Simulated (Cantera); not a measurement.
Input: 1 mol Si₃N₄, a varied amount of O₂, equilibrated at 902 °C and 20.3 Torr.

Equilibrium computed with Cantera from the NASA thermochemical tables; the gas is ideal and each condensed phase is pure. Candidate condensed phases: Si, SiO₂, Si₂N₂O, Si₃N₄; 16 gas species. Mutual solubility and eutectic melting of coexisting phases are not modelled. The tables hold silica as quartz up to 1696 K and as liquid above; real silica turns to tridymite and cristobalite and melts near 1996 K. Kinetics and transport are ignored.

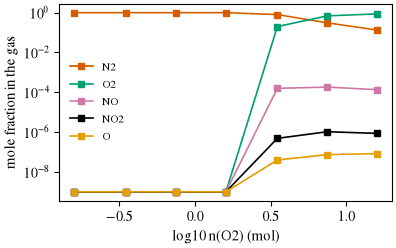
Equilibrium gas composition (values under 1e-9 drawn at 1e-9)

Problem. Read off the mole fractions at 7.5 mol O₂.

Solution. O₂ about 0.69, N₂ about 0.31, NO about 0.00018, NO₂ about 1.0e-6, O about 7.4e-8.
